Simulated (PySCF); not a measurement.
## Electronic structure of C$_{3}$H$_{9}$BFSi (doublet) in real space

```xyz
15

B     2.8578   -0.1699   -0.5417
Si    1.2665    0.5032    0.2920
C    -0.1131   -0.8799   -0.4697
C    -1.3478   -0.5156    0.0916
C    -2.2172    0.5211   -0.5034
F    -2.2979    1.6536    0.3047
H     3.5052   -1.0054   -0.0323
H     3.1591    0.1432   -1.6320
H     1.0051    0.3753    1.7351
H     0.6348    1.7727   -0.0960
H    -0.0370   -0.7514   -1.5424
H     0.2789   -1.8339   -0.1439
H    -1.6020   -0.8426    1.0870
H    -1.8419    0.8635   -1.4727
H    -3.2549    0.1741   -0.6039
```

Geometry: GFN2-xTB.

These are results of PySCF 2.14.0, density-fitted response routines, UKS B3LYP, pcH-1 on B C F H Si, non-relativistic, mean-field spin-orbit, GIAO, not measurements.

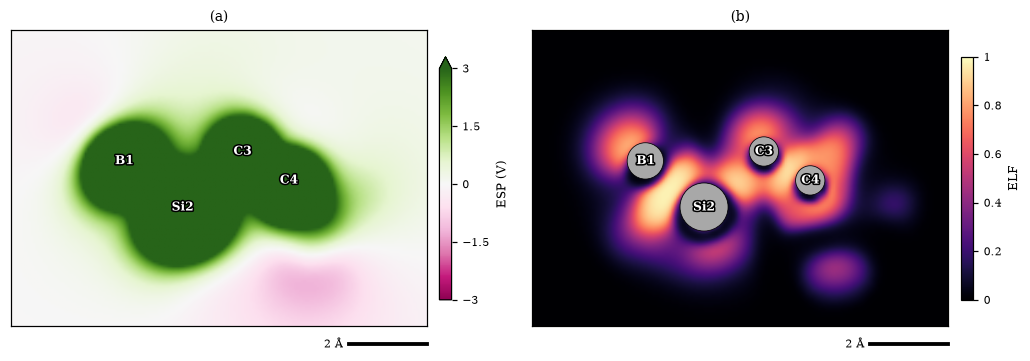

Figure 1. (a) molecular electrostatic potential; (b) electron localisation function on the plane of atoms Si2, C3 and C4. Grey discs cover the atomic cores in the ELF map.

Question: Interpret the plot.

Answer: The section cuts through B, Si and C sites.
C–C (1.40 Å): the ELF peaks at about 0.95 between the atoms: a covalent bond.
Si–B (1.92 Å): the ELF peaks at about 0.95 between the atoms: a covalent bond.
C–Si (2.10 Å): the ELF peaks at about 0.90 between the atoms: a shared electron pair.
Outside the dense part of the molecule the potential is most negative (−1.2 V) near F6, which lies off the plane.

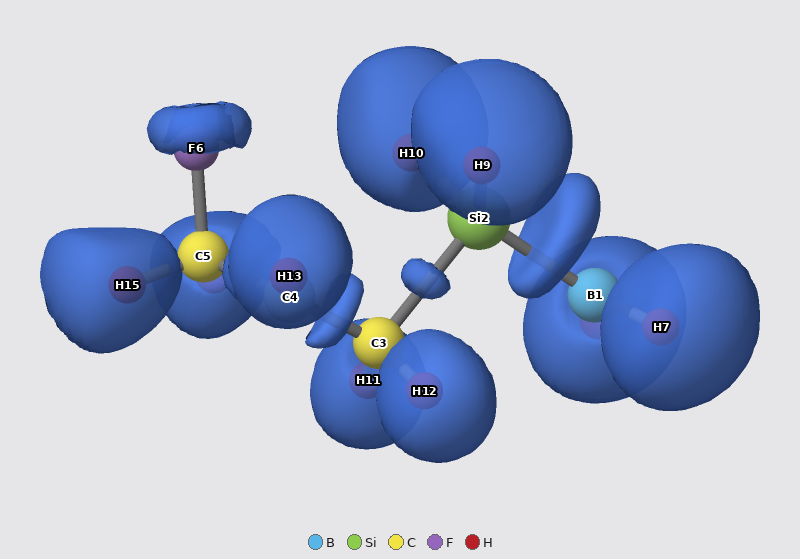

Figure 2. Isosurface of the ELF at 0.85 (blue), seen at a tilt. Only the valence region is drawn (cores and ρ < 0.01 e/Å³ removed).

Question: What do the ELF domains correspond to?

Answer: The surface consists of one region between bonded B–Si atoms (shared pairs), two regions between bonded C–C atoms (shared pairs), one region between bonded C–Si atoms (shared pairs), nine regions around hydrogen nuclei and one ring or bowl of non-bonding electrons around F. Profiles from the grid: C–F (1.39 Å): the ELF peaks at about 0.80 between the atoms, as expected for a shared but strongly polarised pair.

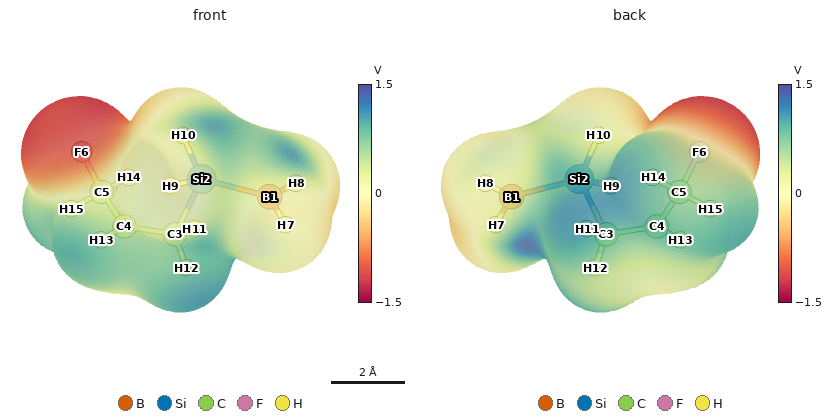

Figure 3. The molecular electrostatic potential painted on the density surface at 0.002 e/bohr³, seen from the front and from behind; red is negative and blue positive.

Question: Describe the electrostatic potential map.

Answer: The most negative region (about −1.2 V) lies over F6, the most positive (about +1.3 V) over B1.
